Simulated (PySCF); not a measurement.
# C₂Cl₆: excited states, first hyperpolarisability

What do calculations give for the excited states, first hyperpolarisability of C₂Cl₆ (`ClC(Cl)(Cl)C(Cl)(Cl)Cl`)?

Computed with PySCF 2.14.0 and routines of our own; the level stands in each step. Atoms count from 0.

## (1) The starting structure

8 atoms, charge 0, multiplicity 1; geometry from: GFN2-xTB.

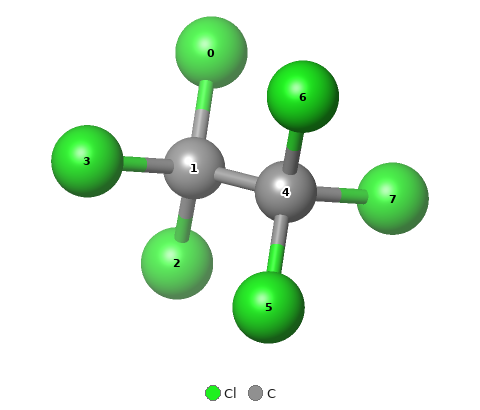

The starting geometry (chlorine green, carbon grey).

## (2) Geometry optimisation at PBE0-D3(BJ)/def2-SVP

What the job is given:

```
{"job": {"xc": "PBE0", "basis": "def2-SVP", "d3": "d3bj", "grid": 2, "kind": "geom"}, "charge": 0, "multiplicity": 1}
Cl    -1.035996     1.820601    -0.491567
C     -0.715040     0.209407     0.167419
Cl    -1.851941    -0.951272    -0.535919
Cl    -0.920075     0.241605     1.925366
C      0.717251    -0.206995    -0.173458
Cl     1.038326    -1.818347     0.485081
Cl     1.854309     0.953225     0.529997
Cl     0.922222    -0.238812    -1.931485
```

The run is started by

```console
$ OMP_NUM_THREADS=1 python excited_run.py task.json out
```

This one command runs all jobs of the session in turn.

Output:

```text
step   0  E = -2835.47491803  max force = 0.018234
step   1  E = -2835.47582612  max force = 0.002017
step   2  E = -2835.47583699  max force = 0.000927
step   3  E = -2835.47584278  max force = 0.000304
optimisation converged
```

Run time: 41 s. Hardware: 1 thread of Arm Neoverse V1, shared host; peak memory 0.72 GiB.

Along the way:

| step | energy from step 0 (eV) | largest force component (eV/Å) |
| --- | --- | --- |
| 0 | 0.0000 | 0.9376 |
| 1 | -0.0247 | 0.1037 |
| 2 | -0.0250 | 0.0477 |
| 3 | -0.0252 | 0.0156 |

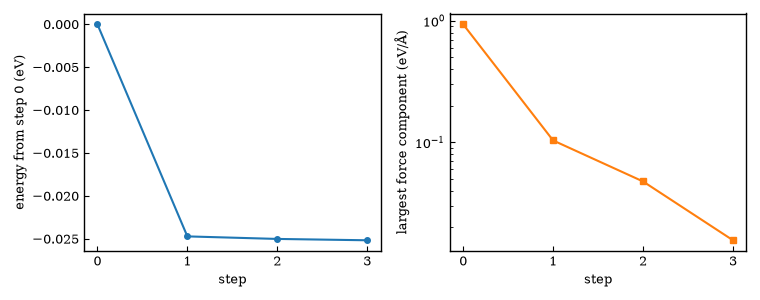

Energy and force, step by step.

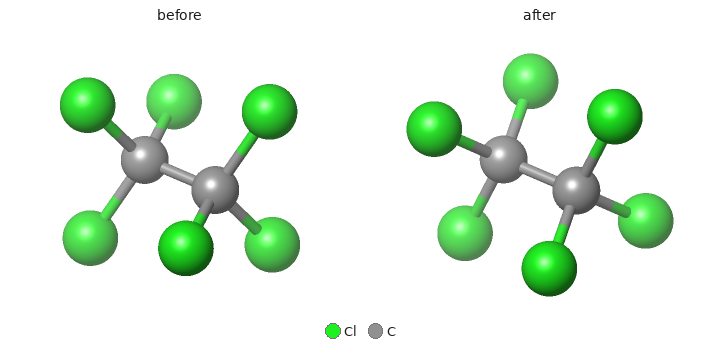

The geometry before (left) and after (right).

Distances of close pairs at the start and the end, largest changes first:

| bond | before (Å) | after (Å) | change (Å) |
| --- | --- | --- | --- |
| C1–C4 | 1.530 | 1.578 | +0.048 |
| C1–Cl2 | 1.770 | 1.767 | -0.003 |
| C4–Cl6 | 1.770 | 1.767 | -0.003 |
| C4–Cl7 | 1.770 | 1.767 | -0.003 |
| C1–Cl3 | 1.770 | 1.767 | -0.003 |
| C4–Cl5 | 1.770 | 1.767 | -0.003 |
| Cl0–C1 | 1.770 | 1.767 | -0.003 |

The final coordinates are the input of the step that follows.

| at the end point | value |
| --- | --- |
| point group (found at 0.08 Å tolerance) | D3d |
| rotational constants (GHz, main isotopes) | 0.866, 0.719, 0.719 |
| dipole moment (D) | 0.00 |

## (3) Excited states: TDA wB97X-D/def2-TZVP

What the job is given:

```
{"job": {"kind": "states", "xc": "wB97X-D", "basis": "def2-TZVP", "tda": true, "soc": true, "nstates": 6, "ntriplets": 5, "nquad": 4}, "charge": 0, "multiplicity": 1}
Cl    -0.905919     1.961357    -0.050161
C     -0.737770     0.216135     0.171402
Cl    -1.863600    -0.628443    -0.897240
Cl    -1.086495    -0.204480     1.851970
C      0.738651    -0.215129    -0.179555
Cl     0.906823    -1.960340     0.042009
Cl     1.864491     0.629457     0.889093
Cl     1.087360     0.205518    -1.860114
```

With the program's defaults for keys left out, this is: TDA wB97X-D/def2-TZVP excited states, vertical, gas phase, spin-orbit mean-field couplings.

Output:

```text
coarse grid: 11920 points
cycle   1  E = -2837.0893209905  dE =  1.526e+00  |g| = 1.109e+00  |ddm| = 2.550e+00
cycle   2  E = -2836.5464505335  dE =  5.429e-01  |g| = 2.054e+00  |ddm| = 1.705e+00
cycle   3  E = -2837.4070449490  dE = -8.606e-01  |g| = 9.344e-02  |ddm| = 1.017e+00
cycle   4  E = -2837.4094081346  dE = -2.363e-03  |g| = 2.252e-02  |ddm| = 8.164e-02
cycle   5  E = -2837.4095877517  dE = -1.796e-04  |g| = 7.881e-03  |ddm| = 3.167e-02
cycle   6  E = -2837.4096162039  dE = -2.845e-05  |g| = 1.252e-03  |ddm| = 1.329e-02
cycle   7  E = -2837.4096178840  dE = -1.680e-06  |g| = 3.828e-04  |ddm| = 4.397e-03
final grid: 92896 points
cycle   8  E = -2837.4375223503  dE = -1.745e-04  |g| = 7.751e-03  |ddm| = 5.485e-02
cycle   9  E = -2837.4375159712  dE =  6.379e-06  |g| = 9.414e-03  |ddm| = 1.152e-02
cycle  10  E = -2837.4375348571  dE = -1.889e-05  |g| = 1.479e-03  |ddm| = 5.810e-03
cycle  11  E = -2837.4375353683  dE = -5.112e-07  |g| = 3.506e-04  |ddm| = 1.170e-03
cycle  12  E = -2837.4375353977  dE = -2.935e-08  |g| = 6.018e-05  |ddm| = 4.088e-04
cycle  13  E = -2837.4375353998  dE = -2.093e-09  |g| = 1.419e-05  |ddm| = 1.237e-04
cycle  14  E = -2837.4375353999  dE = -1.519e-10  |g| = 6.404e-06  |ddm| = 3.719e-05
converged SCF energy = -2837.4375353999

Singlet excitations
state   eV       nm        f     d(h-e)  d(exc)  Lambda  PR(NTO)  |dmu|/D   mu/D   main configurations
  1   6.5532   189.2   0.00000   0.000   2.598   0.580   1.838    0.000    0.000   H->L 0.70, H-3->L+1 0.21
  2   6.6419   186.7   0.00000   0.000   2.530   0.589   2.490    0.000    0.000   H->L+1 0.53, H-3->L 0.34
  3   6.8647   180.6   0.00000   0.000   2.636   0.613   1.691    0.000    0.001   H-2->L 0.74
  4   6.8656   180.6   0.00000   0.000   2.637   0.610   1.690    0.000    0.000   H-1->L 0.74
  5   6.9120   179.4   0.01991   0.000   2.592   0.600   2.303                     H-2->L+1 0.55
  6   6.9135   179.3   0.01997   0.000   2.593   0.597   2.302                     H-1->L+1 0.55

Triplet excitations (Tamm-Dancoff)
state   eV     d(h-e)  d(exc)  Lambda  PR(NTO)   main configurations
  1   5.8801   0.000   2.369   0.580   2.629   H->L 0.55, H-3->L+1 0.26
  2   5.9092   0.000   2.366   0.586   3.052   H->L+1 0.46, H-3->L 0.32
  3   6.0836   0.000   2.387   0.609   2.525   H-2->L 0.56, H-5->L+1 0.09
  4   6.0846   0.000   2.387   0.605   2.524   H-1->L 0.56, H-6->L+1 0.09
  5   6.1014   0.000   2.393   0.599   3.159   H-2->L+1 0.45, H-5->L 0.09
S1 - T1 = 0.6731 eV

Spin-orbit couplings |<S|Hso|T>| (cm-1)
             T1       T2       T3       T4       T5
S0      580.894    0.068  405.920  405.824    0.334
S1        0.194    0.017  156.371  156.331    0.116
S2        0.005    0.093    0.128    0.116  142.772
S3      170.945    0.089    6.761  139.246    0.086
S4      170.928    0.084  139.232    6.925    0.128
S5        0.061  161.870    0.084    0.098   15.973
S6        0.056  161.651    0.105    0.096  104.334
T1 sublevels (cm-1): 0.000 2.868 2.952   radiative rates (1/s): 0.0014 8.45e-05 7.33e-05
```

Wall time 85 s (1 thread of Arm Neoverse V1, shared host); peak memory 1.1 GiB.

From this job:

| quantity | value |
| --- | --- |
| S1 less T1 | 0.67 eV |

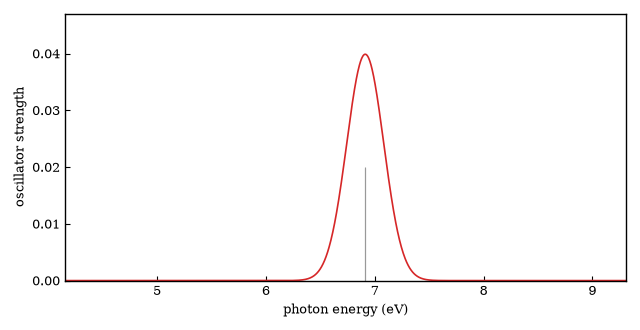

Absorption lines of the singlets. Lines are broadened to a width of 0.40 eV (Gaussian).

## (4) Excited states: TDDFT CAM-B3LYP/aug-cc-pVDZ

Settings changed since step 3:

```diff
@@ -1,2 +1,2 @@
-{"job": {"kind": "states", "xc": "wB97X-D", "basis": "def2-TZVP", "tda": true, "soc": true, "nstates": 6, "ntriplets": 5, "nquad": 4}, "charge": 0, "multiplicity": 1}
+{"job": {"kind": "states", "xc": "CAM-B3LYP", "basis": "aug-cc-pVDZ", "tpa": true, "nstates": 8, "nquad": 6, "ntriplets": 0}, "charge": 0, "multiplicity": 1}
 Cl    -0.905919     1.961357    -0.050161
```

Level: TDDFT CAM-B3LYP/aug-cc-pVDZ excited states, vertical, gas phase, two-photon moments by quadratic response.

Output:

```text
coarse grid: 11920 points
cycle   1  E = -2837.1295806280  dE =  1.555e+00  |g| = 1.049e+00  |ddm| = 5.173e+00
cycle   2  E = -2836.4663368640  dE =  6.632e-01  |g| = 2.099e+00  |ddm| = 5.013e+00
cycle   3  E = -2837.4186552525  dE = -9.523e-01  |g| = 8.893e-02  |ddm| = 3.194e+00
cycle   4  E = -2837.4206731953  dE = -2.018e-03  |g| = 2.266e-02  |ddm| = 2.565e-01
cycle   5  E = -2837.4208359513  dE = -1.628e-04  |g| = 4.575e-03  |ddm| = 6.773e-02
cycle   6  E = -2837.4208480095  dE = -1.206e-05  |g| = 8.074e-04  |ddm| = 2.077e-02
cycle   7  E = -2837.4208483187  dE = -3.092e-07  |g| = 2.296e-04  |ddm| = 3.727e-03
final grid: 92896 points
cycle   8  E = -2837.4571616442  dE = -2.953e-06  |g| = 2.617e-03  |ddm| = 3.691e-02
cycle   9  E = -2837.4571602174  dE =  1.427e-06  |g| = 3.623e-03  |ddm| = 1.102e-02
cycle  10  E = -2837.4571631870  dE = -2.970e-06  |g| = 4.867e-04  |ddm| = 6.175e-03
cycle  11  E = -2837.4571632480  dE = -6.102e-08  |g| = 2.647e-05  |ddm| = 1.021e-03
cycle  12  E = -2837.4571632483  dE = -3.092e-10  |g| = 7.471e-06  |ddm| = 1.584e-04
converged SCF energy = -2837.4571632483

Singlet excitations
state   eV       nm        f     d(h-e)  d(exc)  Lambda  PR(NTO)  |dmu|/D   mu/D   delta(TPA)   sigma/GM   main configurations
  1   6.4607   191.9   0.00000   0.000   2.715   0.510   1.883    0.000    0.000        0.00      0.000   H->L 0.65, H-3->L+1 0.21
  2   6.5425   189.5   0.00000   0.000   2.650   0.521   2.560    0.000    0.000        0.00      0.000   H->L+1 0.50, H-3->L 0.31
  3   6.7559   183.5   0.00000   0.000   2.751   0.539   1.748    0.000    0.000        0.29      0.005   H-1->L 0.65
  4   6.7560   183.5   0.00000   0.000   2.751   0.538   1.748    0.000    0.000        0.30      0.005   H-2->L 0.65
  5   6.7971   182.4   0.02148   0.000   2.714   0.537   2.505    0.000    0.000        0.00      0.000   H-1->L+1 0.44, H-5->L 0.10, H->L+3 0.09
  6   6.7974   182.4   0.02159   0.000   2.714   0.532   2.519    0.001    0.001        0.00      0.000   H-2->L+1 0.44, H-6->L 0.10, H->L+2 0.09
  7   6.8883   180.0   0.00471   0.000   2.831   0.480   2.027                                            H->L+2 0.51, H-2->L+2 0.14, H-1->L+3 0.14
  8   6.8888   180.0   0.00483   0.000   2.831   0.490   2.031                                            H->L+3 0.51, H-1->L+2 0.14, H-2->L+3 0.14
```

Run time: 63 s. Hardware: 1 thread of Arm Neoverse V1, shared host; peak memory 0.88 GiB.

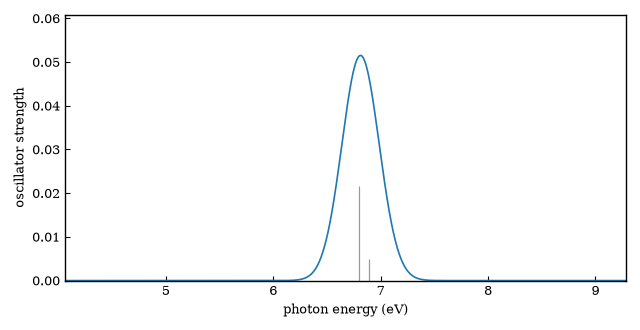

Absorption lines of the singlets. Lines are broadened to a width of 0.40 eV (Gaussian).

## (5) First hyperpolarisability: quadratic response CAM-B3LYP/aug-cc-pVDZ

Settings changed since step 4:

```diff
@@ -1,2 +1,2 @@
-{"job": {"kind": "states", "xc": "CAM-B3LYP", "basis": "aug-cc-pVDZ", "tpa": true, "nstates": 8, "nquad": 6, "ntriplets": 0}, "charge": 0, "multiplicity": 1}
+{"job": {"kind": "beta", "xc": "CAM-B3LYP", "basis": "aug-cc-pVDZ"}, "charge": 0, "multiplicity": 1}
 Cl    -0.905919     1.961357    -0.050161
```

With the program's defaults for keys left out, this is: quadratic response CAM-B3LYP/aug-cc-pVDZ first hyperpolarisability, Taylor convention, gas phase.

Output:

```text
coarse grid: 11920 points
cycle   1  E = -2837.1295806280  dE =  1.555e+00  |g| = 1.049e+00  |ddm| = 5.173e+00
cycle   2  E = -2836.4663368640  dE =  6.632e-01  |g| = 2.099e+00  |ddm| = 5.013e+00
cycle   3  E = -2837.4186552525  dE = -9.523e-01  |g| = 8.893e-02  |ddm| = 3.194e+00
cycle   4  E = -2837.4206731953  dE = -2.018e-03  |g| = 2.266e-02  |ddm| = 2.565e-01
cycle   5  E = -2837.4208359513  dE = -1.628e-04  |g| = 4.575e-03  |ddm| = 6.773e-02
cycle   6  E = -2837.4208480095  dE = -1.206e-05  |g| = 8.074e-04  |ddm| = 2.077e-02
cycle   7  E = -2837.4208483187  dE = -3.092e-07  |g| = 2.296e-04  |ddm| = 3.727e-03
final grid: 92896 points
cycle   8  E = -2837.4571616442  dE = -2.953e-06  |g| = 2.617e-03  |ddm| = 3.691e-02
cycle   9  E = -2837.4571602174  dE =  1.427e-06  |g| = 3.623e-03  |ddm| = 1.102e-02
cycle  10  E = -2837.4571631870  dE = -2.970e-06  |g| = 4.867e-04  |ddm| = 6.175e-03
cycle  11  E = -2837.4571632480  dE = -6.102e-08  |g| = 2.647e-05  |ddm| = 1.021e-03
cycle  12  E = -2837.4571632483  dE = -3.092e-10  |g| = 7.471e-06  |ddm| = 1.584e-04
converged SCF energy = -2837.4571632483

Lowest singlets (eV, f): 6.4607 0.0000  6.5425 0.0000  6.7559 0.0000

First hyperpolarisability (au)
process     nm      |vector|   parallel      HRS      DR
static         -        0.01       None        0.0    None
shg       1907.0        0.01       None        0.0    None
eope      1907.0        0.01       None          -       -
shg       1064.0        0.01       None        0.0    None
eope      1064.0        0.01       None          -       -
```

Wall time 51 s (1 thread of Arm Neoverse V1, shared host); peak memory 0.89 GiB.

## (6) Summary of results

| quantity | value |
| --- | --- |
| point group | D3d |
| rotational constants (main isotopes) | 0.87, 0.72, 0.72 GHz |
| S1 less T1 (step 3, TDA wB97X-D/def2-TZVP) | 0.67 eV |
| β vector (step 5, quadratic response CAM-B3LYP/aug-cc-pVDZ) | static 0, SHG 1907.0 nm 0, SHG 1064.0 nm 0 au |

In words: Relaxing lowered the energy by 0.025 eV in 3 steps; the close pair that moved most is C1–C4, from 1.530 to 1.578 Å. In steps 3, 4 some excited states are degenerate or nearly so. In step 3, the number of triplets below S1 is at least 5, and the largest singlet-triplet spin-orbit coupling is S0–T1, 580.89 cm⁻¹.
